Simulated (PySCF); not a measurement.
**C3H4ClN3: density, localisation and related maps**

The calculation's input:

```
{"job": {"kind": "nmr", "xc": "PBE", "basis": "pcSseg-1", "solvent": "dichloromethane", "pop": false}, "charge": 0, "multiplicity": 1}
C     -1.767975    -0.271583     0.163488
C     -0.309753    -0.004514     0.098815
N      0.633114    -0.829481     0.566884
C      1.765382    -0.227450     0.232971
Cl     3.307103    -0.884914     0.518574
N      1.616979     0.981460    -0.318515
N      0.194593     1.131095    -0.410318
H     -2.072429    -0.459369     1.203060
H     -2.330308     0.584149    -0.228585
H     -2.018977    -1.170440    -0.418642
H      0.980315     1.160964    -1.360042
```

Command:

```sh
OMP_NUM_THREADS=1 python ens_run.py task.json out
```

Geometry: PBE0-D3(BJ)/def2-SVP.

Theory: PBE/pcSseg-1, SCF density, in a dichloromethane solvent model, non-relativistic in PySCF 2.14.0.

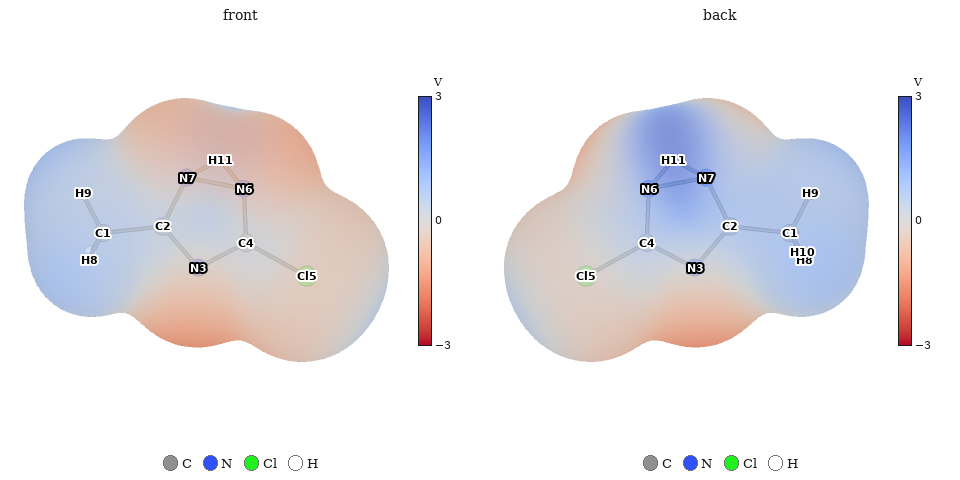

Figure 1. The molecular electrostatic potential painted on the density surface at 0.001 e/bohr³, seen from the front and from behind; the colour scale runs from red (negative) to blue (positive).

> Where is the surface potential most negative and most positive?

The most negative region (about −1.4 V, or −32 kcal/mol for a unit charge) lies over N3, the most positive (about +2.0 V, or +46 kcal/mol for a unit charge) over H11. Cl5 shows a σ-hole: about +0.5 V, or +12 kcal/mol for a unit charge at the tip opposite its bond, against about −0.4 V, or −9 kcal/mol for a unit charge on its flanks. N3 is the likeliest acceptor of a hydrogen bond.

> How polar is the molecule by this calculation?

Its dipole moment is 2.72 D.

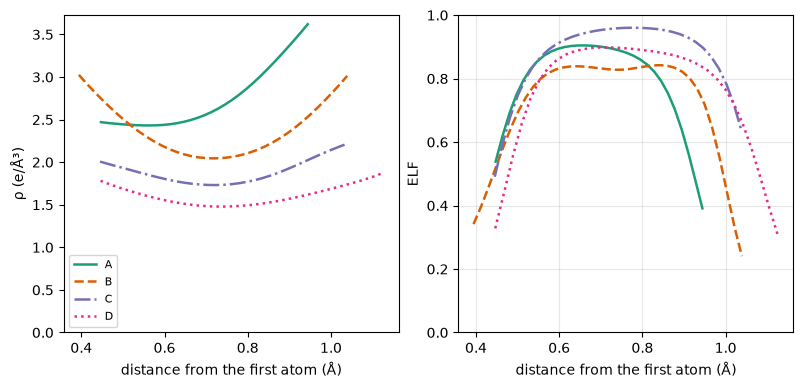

Figure 2. Electron density and ELF along straight lines between neighbouring atoms. The curves leave out the atomic cores.

> Which curve belongs to which contact (C–C, C–Cl, C–N and N–N)? The first atom named is at distance zero.

Curve A: C–N (1.33 Å): ρ is about 2.5 e/Å³ halfway; the ELF peaks at about 0.90 between the atoms; a covalent bond. Curve B: N–N (1.43 Å): the density is about 2 e/Å³ at the midpoint; the ELF peaks at about 0.85 between the atoms, as expected for a covalent bond. Curve C: C–C (1.48 Å): ρ at the midpoint is about 1.7 e/Å³; the ELF peaks at about 0.95 between the atoms; a shared electron pair. Curve D: C–Cl (1.70 Å): ρ is about 1.5 e/Å³ halfway; the ELF peaks at about 0.90 between the atoms (a covalent bond).
